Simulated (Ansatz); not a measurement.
A series of calculations on Cl

Part 1: Relaxation

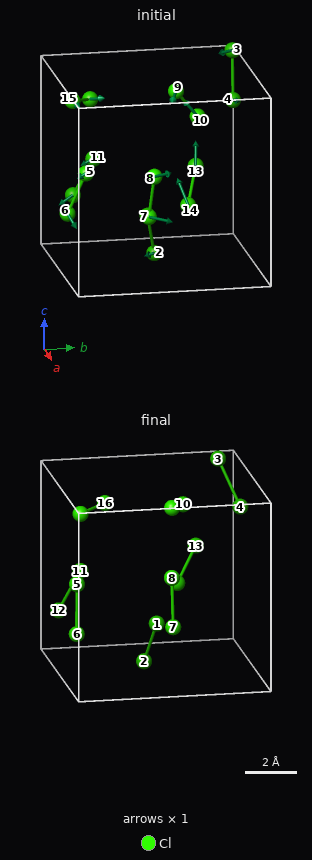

The structure of an amorphous cell of composition Cl before (top) and after (bottom) a relaxation, at one scale. The green arrows give the displacements, at their true length.

Style: ball-and-stick. Shown: the cell of the calculation, slightly off an axis.

The cell holds 8 Cl2. The run prepares the start of a later molecular dynamics calculation, from a guessed geometry.

These are results of DFT PBE-D3(BJ), scalar-relativistic, plane waves, PAW in Ansatz 0.2.0, not measurements.

Input file:
```yaml
crystal:
  lattice:
    - [7.829735, 0.0, 0.0]
    - [0.0, 7.829735, 0.0]
    - [0.0, 0.0, 7.829735]
  atoms:
    - { symbol: Cl, position: [0.3874582, 0.4784703, 0.2331448] }
    - { symbol: Cl, position: [0.2859925, 0.5330706, 0.0030164] }
    - { symbol: Cl, position: [0.1516845, 0.9654868, 1.0178537] }
    - { symbol: Cl, position: [0.179046, 0.96349, 0.7619574] }
    - { symbol: Cl, position: [0.7525629, 0.0856872, 0.5806233] }
    - { symbol: Cl, position: [0.6728745, 0.0067926, 0.348975] }
    - { symbol: Cl, position: [0.9123001, 0.3826663, 0.3781271] }
    - { symbol: Cl, position: [1.0059495, 0.3927007, 0.6176363] }
    - { symbol: Cl, position: [0.7783054, 0.549635, 0.9992296] }
    - { symbol: Cl, position: [0.6515588, 0.6869766, 0.8222885] }
    - { symbol: Cl, position: [0.3053674, 0.2120071, 0.5259997] }
    - { symbol: Cl, position: [0.1979635, 0.1273602, 0.3079747] }
    - { symbol: Cl, position: [0.4686418, 0.7127164, 0.5074058] }
    - { symbol: Cl, position: [0.662852, 0.6353982, 0.357273] }
    - { symbol: Cl, position: [0.6738377, 0.0323626, 0.9462792] }
    - { symbol: Cl, position: [0.4610484, 0.1652184, 0.8887848] }
basis:
  ecutwfc: 420.0
kpoints:
  mp_grid: { grid: [1, 1, 1] }
hamiltonian:
  xc: pbe
  dispersion: d3bj
scf:
  occupations: { method: fermi_dirac, width: 0.02 }
  lower_state_search: "off"
relax:
  f_tol: 0.3
  max_steps: 15
  adjacent_minimum: "off"
```

Launched with:
```bash
ansatz run input.yaml --threads 1 --pin off --max-ram 3072MiB --backend cpu --events-out ev --progress --plain --runs-dir out
```

What changed between the two?

Answer. The atom that moves furthest is Cl14 (1.24 Å along [−2 −1 3]). The cell doesn't change. Some distances before and after: Cl2–Cl9 3.977 → 2.767 Å, Cl8–Cl11 2.831 → 3.947 Å, Cl8–Cl9 3.690 → 2.833 Å, Cl4–Cl11 2.860 → 2.520 Å. After 9 geometry steps the energy has fallen by 272 meV per atom. Largest force component: 1.3 eV/Å at the start, 0.29 eV/Å at the end. The run took 25 s on 1 thread of Arm Neoverse V1, with other jobs on the host, peak memory 0.42 GiB.

Limits of the set-up: the periodic images lie only 7.8 Å apart, so the values are limited by the cell's size.

Part 2: Dynamics

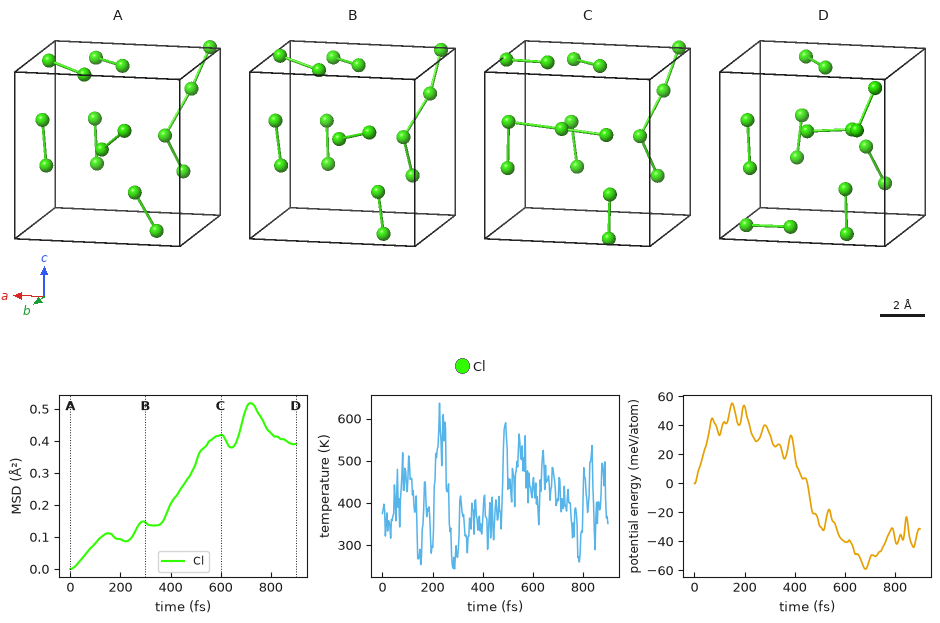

First-principles dynamics of a periodic cell with 8 Cl2 at 1.962 g/cm³, 900 fs long. Frames (A at 0 fs, B at 300 fs, C at 600 fs, D at 900 fs) and the history of the run. Style: ball-and-stick. Shown: the simulation cell, from a free direction. Atoms that leave the cell re-enter on the other side.

The calculation used DFT PBE-D3(BJ), scalar-relativistic, plane waves, PAW (Ansatz). Set-up: plane-wave cutoff 420 eV; k-point mesh 1 × 1 × 1; Fermi-Dirac smearing 0.02 eV; Langevin thermostat (NVT); set temperature 400 K; time step 3 fs; friction 0.02 per fs.

Input file:
```yaml
crystal:
  lattice:
    - [7.829735, 0.0, 0.0]
    - [0.0, 7.829735, 0.0]
    - [0.0, 0.0, 7.829735]
  atoms:
    - { symbol: Cl, position: [0.38388632, 0.52676419, 0.21371555] }
    - { symbol: Cl, position: [0.26148937, 0.48476192, -0.01816552] }
    - { symbol: Cl, position: [0.07931373, 0.90553882, 0.9830995] }
    - { symbol: Cl, position: [0.16828368, 1.00334399, 0.7479465] }
    - { symbol: Cl, position: [0.74429102, 0.04137458, 0.55036056] }
    - { symbol: Cl, position: [0.73071863, 0.04292868, 0.28138023] }
    - { symbol: Cl, position: [0.92506669, 0.5063466, 0.34731382] }
    - { symbol: Cl, position: [0.95094677, 0.49442256, 0.61702945] }
    - { symbol: Cl, position: [0.90869823, 0.50358554, 0.97620716] }
    - { symbol: Cl, position: [0.6698059, 0.60748002, 0.92252401] }
    - { symbol: Cl, position: [0.29313612, 0.14726113, 0.48852433] }
    - { symbol: Cl, position: [0.20532996, 0.0511077, 0.25999156] }
    - { symbol: Cl, position: [0.39725121, 0.72693888, 0.62041427] }
    - { symbol: Cl, position: [0.56640973, 0.59750112, 0.47643685] }
    - { symbol: Cl, position: [0.73201133, 0.06213445, 0.91911131] }
    - { symbol: Cl, position: [0.5308045, 0.22854884, 0.9106797] }
basis:
  ecutwfc: 420.0
kpoints:
  mp_grid: { grid: [1, 1, 1] }
hamiltonian:
  xc: pbe
  dispersion: d3bj
scf:
  occupations: { method: fermi_dirac, width: 0.02 }
  lower_state_search: "off"
md:
  timestep: 3.0
  n_steps: 300
  ensemble: nvt_langevin
  temperature: 400.0
  initial_velocities: maxwell_boltzmann
  seed: 223913
  friction: 0.02
```

Launched with:
```bash
ansatz run input.yaml --threads 1 --pin off --max-ram 3072MiB --backend cpu --events-out ev --progress --plain --runs-dir out
```

Question: What happens in this trajectory?

Answer: In the second half of the run the atoms are, in the root-mean-square, this far from where they began (common drift taken out): Cl 0.64 Å. The heavy atoms stay within a fraction of a molecule's size of their starting places; so short a run doesn't tell a liquid from a solid. Bond changes: one Cl–Cl bond breaks at about 276 fs. The mean temperature in the second half is 428 K (standard deviation 64 K). The potential energy in the second half lies on average 36.8 meV per atom below the first frame.

Limits of the set-up: the periodic images lie only 7.8 Å apart, so the values are limited by the cell's size.

Cost: 12 min on 1 thread of Arm Neoverse V1, on a shared host, peak memory 0.44 GiB.

Part 3: Energy conservation

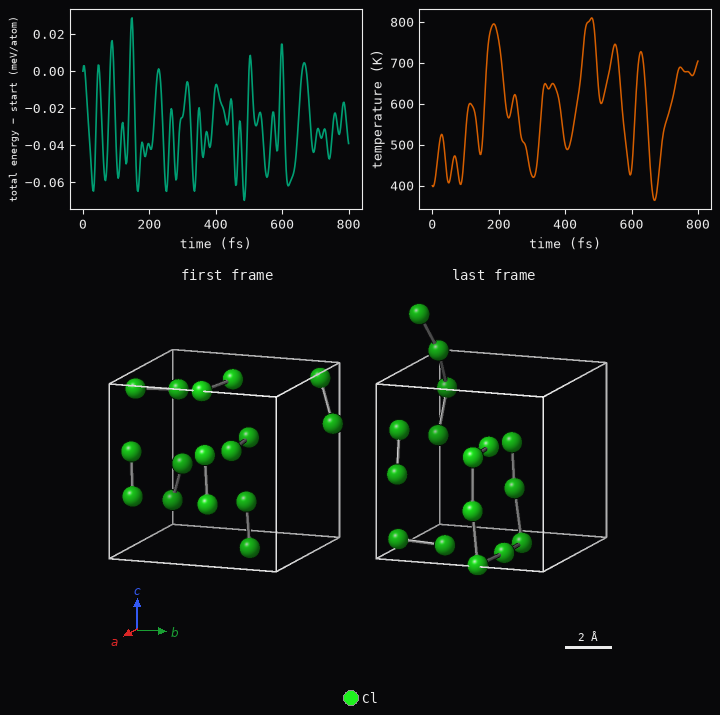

Molecular dynamics of a periodic cell with 8 Cl2 at 1.962 g/cm³, 800 fs long. It starts from the last geometry of an earlier run, with fresh velocities. A ball-and-stick model of the simulation cell, seen slightly off an axis.

Theory: DFT PBE-D3(BJ), scalar-relativistic, plane waves, PAW (Ansatz). Run with plane-wave cutoff 420 eV; k-point mesh 1 × 1 × 1; Fermi-Dirac smearing 0.02 eV; constant energy (NVE); velocities drawn for 400 K; time step 2 fs.

**Is this trajectory numerically sound?**

The total energy stays between −0.07 and 0.029 meV per atom of its start. A straight-line fit has a slope that amounts to −0.0018 meV per atom over 800 fs (under 0.1 % of the mean kinetic energy), and the ripple about it is 0.1 % of the kinetic energy's fluctuation. With a drift under 2 % and a ripple under 7 %, the integration is accurate. Over the second half the temperature averages 616 K (spread ±111 K). It is well above the start because potential energy is released as heat. The potential energy in the second half lies on average 26.3 meV per atom below the first frame.

Limits of the set-up: the periodic images lie only 7.8 Å apart, so the values are limited by the cell's size.
